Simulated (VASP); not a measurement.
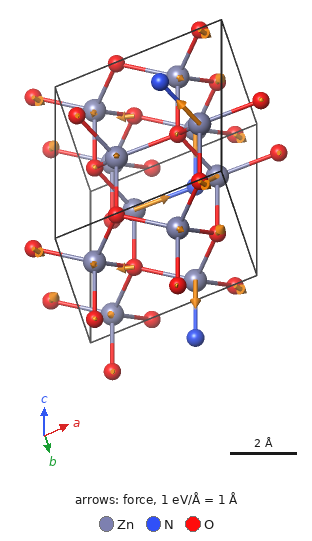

Starting geometry of a defect cell of composition Zn$_{8}$NO$_{7}$ with the computed forces as orange arrows. A ball-and-stick model of the cell of the calculation, reduced to other axes, seen from a free direction. Lengths and directions refer to the drawn axes.

The run lets the atoms move in a fixed cell.

Level of theory: VASP, Kohn-Sham DFT of a periodic cell, PBE, VASP PAW PBE potentials, recommended.

Input file:
```
  PREC = Normal
  ENCUT = 450
  EDIFF = 1E-6
  ISMEAR = 0
  SIGMA = 0.01
  LREAL = Auto
  LASPH = True
  NELM = 80
  ALGO = Normal
  ISIF = 2
  LWAVE = False
  LCHARG = False
  GGA = PE
  IBRION = 2
  NSW = 70
  EDIFFG = -0.025
  ICORELEVEL = 1
  NELECT = 144.0
  KPAR = 2
```

Command:
```bash
cat potpaw_PBE.64/Zn/POTCAR potpaw_PBE.64/N/POTCAR potpaw_PBE.64/O/POTCAR > POTCAR
mpirun -np 2 vasp_std > vasp.out
```

> What follows when this structure is relaxed?

It isn't relaxed: the largest force vector, on Zn atoms, is 1.19 eV/Å. The atoms end up moving mostly along the starting forces (cosine between the two patterns 0.97). The largest moves, 0.081 Å, are those of Zn atoms. Largest moves by element: Zn 0.081 Å, O 0.028 Å, N 0.015 Å. The cell doesn't change. Near-neighbour distances that change, for instance: N–Zn 2.002 → 1.926 Å, O–Zn 2.002 → 2.050 Å, O–Zn 2.002 → 2.029 Å, O–Zn 2.002 → 1.990 Å. Bond angles that change, for instance: Zn–O–Zn 110.3° → 114.8°, N–Zn–O 108.6° → 112.0°, O–Zn–O 108.6° → 105.9°. The energy falls by 0.221 eV per cell of the calculation in 10 geometry steps. The largest force component goes from 1.1 to 0.014 eV/Å.

Limits of the set-up: the periodic images lie only 5.3 Å apart, so the values are limited by the cell's size.
